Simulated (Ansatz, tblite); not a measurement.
# Sn29H36 other disc (AlSn₂₈H₃₆): one state, many levels

Aim: run the doublet of Sn29H36 other disc (AlSn₂₈H₃₆) at one geometry on many levels, and compare frontier levels, spin and run time.

The runs use Ansatz 0.2.0, Gaussian basis; as each input shows.

The runs, in order: GFN1-xTB, GFN2-xTB, PBE-D4/def2-SVP, r2SCAN-D4/def2-SVP, B3LYP-D4/def2-SVP, r2SCAN-D4/def2-mTZVP.

1 further run of the same task is left out (set aside as unsound or not needed). Runs told in other sessions of the task aren't counted.

## Step 1: The relaxed structure

The geometry is that of the doublet, from an earlier relaxation (PBE-D4/def2-SVP).

65 atoms, charge 0, spin multiplicity 2.

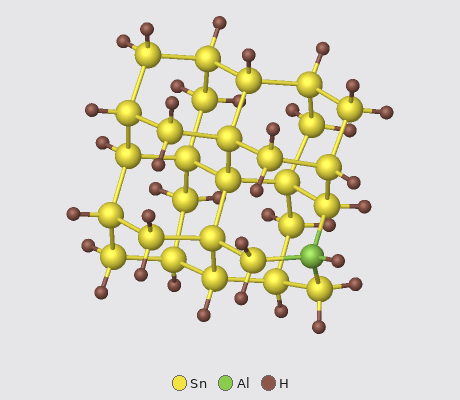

The structure; tin yellow, aluminium green, hydrogen brown.

Sn takes a core potential in the def2 sets. No spin-orbit coupling is included.

PBE0-D4/def2-SVP was run before; its log isn't repeated, and its numbers join the tables.

## Step 2: GFN1-xTB

Tight binding, by tblite at 300 K electronic temperature and without a spin-polarisation term:

```python
tblite.interface.Calculator('GFN1-xTB', numbers, positions, charge=0, uhf=1).singlepoint()
```

Energy -2491.7081 eV; 0.91 s.

## Step 3: GFN2-xTB

Tight binding, by tblite at 300 K electronic temperature and without a spin-polarisation term:

```python
tblite.interface.Calculator('GFN2-xTB', numbers, positions, charge=0, uhf=1).singlepoint()
```

Energy -2149.4077 eV; 2.7 s.

## Step 4: PBE-D4/def2-SVP

start.molden holds the orbitals of an earlier run on this state, given as this run's starting guess.

Contents of in.yaml:

```yaml
crystal:
  periodic: [false, false, false]
  atoms:
    - {symbol: Sn, position_ang: [-4.942604, -1.608425, 1.633369]}
    - {symbol: Sn, position_ang: [-1.630571, -4.962128, 1.620374]}
    - {symbol: Sn, position_ang: [-1.712094, -1.723668, -1.643298]}
    - {symbol: Sn, position_ang: [-4.868338, 1.666587, -1.638505]}
    - {symbol: Sn, position_ang: [-1.600990, 1.583806, 1.607152]}
    - {symbol: Sn, position_ang: [-1.495767, 4.924077, -1.586418]}
    - {symbol: Sn, position_ang: [1.662219, -4.891297, -1.640220]}
    - {symbol: Sn, position_ang: [1.639333, -1.635495, 1.675885]}
    - {symbol: Sn, position_ang: [4.908457, -1.471774, -1.518319]}
    - {symbol: Sn, position_ang: [1.550542, 1.448749, -1.767969]}
    - {symbol: Sn, position_ang: [1.829297, 4.676873, 1.635107]}
    - {symbol: Al, position_ang: [4.671100, 1.832131, 1.962380]}
    - {symbol: Sn, position_ang: [-6.522473, 0.060655, -0.007317]}
    - {symbol: Sn, position_ang: [0.035633, -6.542586, -0.023970]}
    - {symbol: Sn, position_ang: [-3.370402, -0.094749, -3.251298]}
    - {symbol: Sn, position_ang: [-0.157433, -3.456593, -3.247023]}
    - {symbol: Sn, position_ang: [-3.310605, -3.302581, 0.069296]}
    - {symbol: Sn, position_ang: [-3.367408, 0.093089, 3.235305]}
    - {symbol: Sn, position_ang: [0.068490, -3.394643, 3.232638]}
    - {symbol: Sn, position_ang: [-0.036526, -0.117570, -0.023663]}
    - {symbol: Sn, position_ang: [0.114594, 3.358680, -3.286515]}
    - {symbol: Sn, position_ang: [-3.172113, 3.260476, -0.036542]}
    - {symbol: Sn, position_ang: [0.009023, 3.238031, 3.236243]}
    - {symbol: Sn, position_ang: [0.287898, 6.424966, 0.007216]}
    - {symbol: Sn, position_ang: [3.306265, -0.083208, -3.368493]}
    - {symbol: Sn, position_ang: [3.255634, -3.208031, -0.022497]}
    - {symbol: Sn, position_ang: [3.344442, -0.057707, 3.296399]}
    - {symbol: Sn, position_ang: [6.156167, 0.565961, 0.005422]}
    - {symbol: Sn, position_ang: [3.289915, 2.964909, -0.134959]}
    - {symbol: H, position_ang: [-5.985223, -2.569236, 2.651205]}
    - {symbol: H, position_ang: [-2.621751, -5.999901, 2.614297]}
    - {symbol: H, position_ang: [-5.856631, 2.699047, -2.640289]}
    - {symbol: H, position_ang: [-2.448144, 6.038077, -2.534905]}
    - {symbol: H, position_ang: [2.668590, -5.891351, -2.657475]}
    - {symbol: H, position_ang: [6.163198, -2.351300, -2.355697]}
    - {symbol: H, position_ang: [2.944096, 5.595031, 2.612416]}
    - {symbol: H, position_ang: [5.426249, 3.005159, 2.765028]}
    - {symbol: H, position_ang: [-7.564040, -0.894910, -1.020163]}
    - {symbol: H, position_ang: [-7.544283, 1.057720, 0.984879]}
    - {symbol: H, position_ang: [-0.922246, -7.581387, -1.038035]}
    - {symbol: H, position_ang: [1.008732, -7.571826, 0.984724]}
    - {symbol: H, position_ang: [-4.467179, -1.119654, -4.131475]}
    - {symbol: H, position_ang: [-2.420661, 0.765659, -4.425062]}
    - {symbol: H, position_ang: [-1.238476, -4.586075, -4.011463]}
    - {symbol: H, position_ang: [0.629651, -2.568094, -4.514670]}
    - {symbol: H, position_ang: [-4.352932, -4.303110, -0.911554]}
    - {symbol: H, position_ang: [-2.479267, -0.790487, 4.437607]}
    - {symbol: H, position_ang: [-4.397750, 1.218164, 4.072269]}
    - {symbol: H, position_ang: [-0.837172, -2.511379, 4.423945]}
    - {symbol: H, position_ang: [1.147875, -4.454223, 4.093517]}
    - {symbol: H, position_ang: [-0.829899, 2.552647, -4.501482]}
    - {symbol: H, position_ang: [1.271007, 4.367227, -4.106205]}
    - {symbol: H, position_ang: [-4.162039, 4.285921, 0.972901]}
    - {symbol: H, position_ang: [-1.021876, 4.401085, 4.018876]}
    - {symbol: H, position_ang: [0.811554, 2.335843, 4.480953]}
    - {symbol: H, position_ang: [-0.556815, 7.523921, 1.061109]}
    - {symbol: H, position_ang: [1.339086, 7.377108, -0.997974]}
    - {symbol: H, position_ang: [2.427730, -1.104354, -4.464431]}
    - {symbol: H, position_ang: [4.252543, 1.023091, -4.319974]}
    - {symbol: H, position_ang: [4.288190, -4.233647, 0.943010]}
    - {symbol: H, position_ang: [4.419630, -1.273616, 3.928218]}
    - {symbol: H, position_ang: [2.382463, 0.439840, 4.655969]}
    - {symbol: H, position_ang: [7.482089, -0.126506, 0.919790]}
    - {symbol: H, position_ang: [6.892242, 1.653415, -1.140538]}
    - {symbol: H, position_ang: [4.262975, 4.030868, -1.118003]}
basis:
  gaussian: {orbitals: def2-SVP, fitting: {mean_field: def2-universal-jkfit}, initial_orbitals: start.molden}
magnetization: {spin_polarized: true, initial_magnetization: 1}
hamiltonian: {xc: pbe, dispersion: d4}
scf: {omitted_lower_state_checks: [starts]}
output: {orbitals: {seedname: orbitals}}
```

Command:

```
> ansatz run in.yaml --threads 11 --pin off --events-out ev --progress --plain --max-ram 174080MiB --backend cuda --devices 0, --max-vram 75GiB
```

The runs that follow: r2SCAN-D4/def2-SVP; B3LYP-D4/def2-SVP; r2SCAN-D4/def2-mTZVP.

Q: Predict the results of all the runs planned. Wanted: gap in def2-SVP, named functionals, smallest and largest; binding an atom, functionals in def2-SVP; ⟨S²⟩ in def2-SVP, named functionals, smallest and largest.

As calculated:

| quantity | value |
| --- | --- |
| gap in def2-SVP, named functionals, smallest and largest | 0.36 eV (PBE-D4), 1.64 eV (PBE0-D4) |
| binding an atom, functionals in def2-SVP | 2.46 (B3LYP-D4) to 2.49 eV (PBE-D4) |
| ⟨S²⟩ in def2-SVP, named functionals, smallest and largest | 0.752, 0.757 |

**Reading.** Over the named functionals in def2-SVP the gap runs from 0.36 eV (PBE-D4) to 1.64 eV (PBE0-D4); exact exchange widens it. Over the named functionals in def2-SVP spin contamination reaches 0.01 (r2SCAN-D4), which is small.
